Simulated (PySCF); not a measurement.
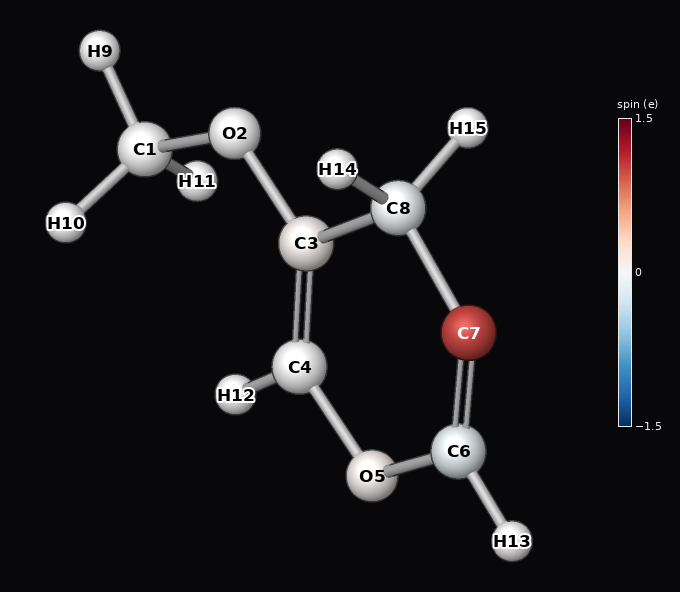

Atoms are coloured by their Mulliken spin populations. State: neutral, doublet. The geometry was computed by an optimisation with GFN2-xTB. No frequency run is at hand to confirm it as a minimum. Method: UKS B3LYP, pcH-1 on C H O, non-relativistic (PySCF 2.14.0).

List the Mulliken spin populations.

```
atom  value (e)
  C1       0.01
  O2       0.00
  C3       0.05
  C4       0.00
  O5       0.05
  C6      −0.11
  C7       1.01
  C8      −0.03
  H9       0.00
 H10       0.00
 H11       0.00
 H12       0.00
 H13       0.02
 H14       0.01
 H15       0.01
```

Mulliken values depend strongly on the basis set.
